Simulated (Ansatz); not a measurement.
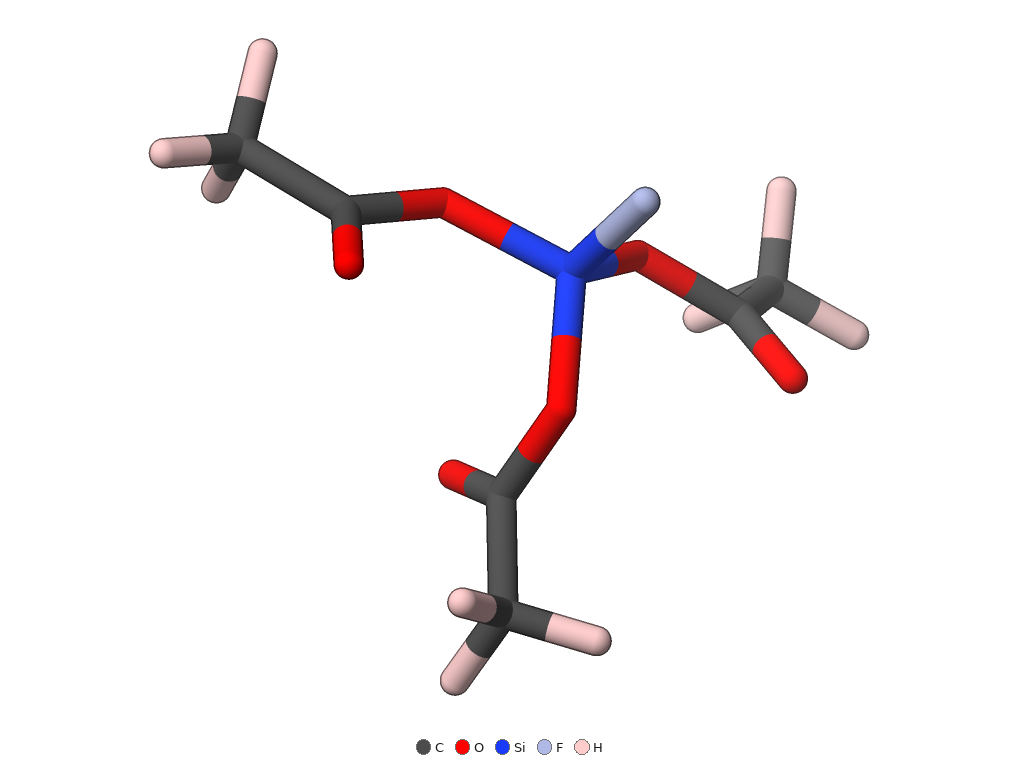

The computed structure is the end point of a PBE0-D4/def2-TZVP optimisation. No frequency run is at hand to confirm it as a minimum. Program: Ansatz 0.2.0.

Compare HOMO–LUMO gap (eV), HOMO energy (eV), dipole (D) at these levels: B3LYP-D4/def2-TZVPP; PBE-D4/def2-TZVPP; r2SCAN-D4/def2-TZVPP; ωB97M-V/def2-TZVPP.

```tsv
level	HOMO–LUMO gap (eV)	HOMO energy (eV)	dipole (D)
B3LYP-D4/def2-TZVPP	7.36	−8.08	2.66
PBE-D4/def2-TZVPP	5.07	−6.64	2.54
r2SCAN-D4/def2-TZVPP	5.70	−6.99	2.65
ωB97M-V/def2-TZVPP	12.60	−10.77	2.67
```
